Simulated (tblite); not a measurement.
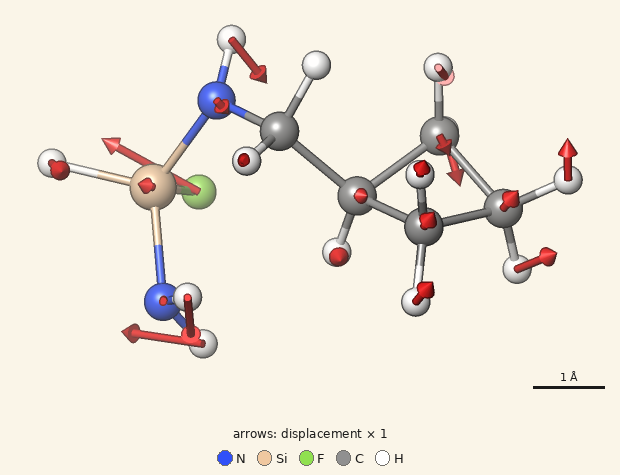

This is a relaxation of C5H13FN2Si. The starting structure is drawn; red arrows show the displacements, at their true length. The two geometries are superimposed by the best rigid fit.

The picture is a ball-and-stick view, seen at a tilt.

These are results of tblite 0.8.0, GFN2-xTB geometry optimisation, gas phase, not measurements. 

Question: What happened in the run?

Answer: The atom that moves furthest after the best rigid fit is the F atom (1.63 Å). By element the largest moves are F 1.63 Å, H 1.51 Å, N 0.96 Å, C 0.48 Å, Si 0.30 Å. Some distances before and after: F–Si 1.686 → 1.610 Å, N–Si 1.777 → 1.723 Å, N–Si 1.756 → 1.709 Å, C–H 1.133 → 1.097 Å. Bond angles that change, for instance: Si–N–H 109.4° → 120.1°, Si–N–H 109.7° → 118.4°, N–C–H 116.3° → 108.0°. Groups turn about N–Si by about 75°, C–N by about 35°. Over 235 geometry steps the energy falls by 1.104 eV.
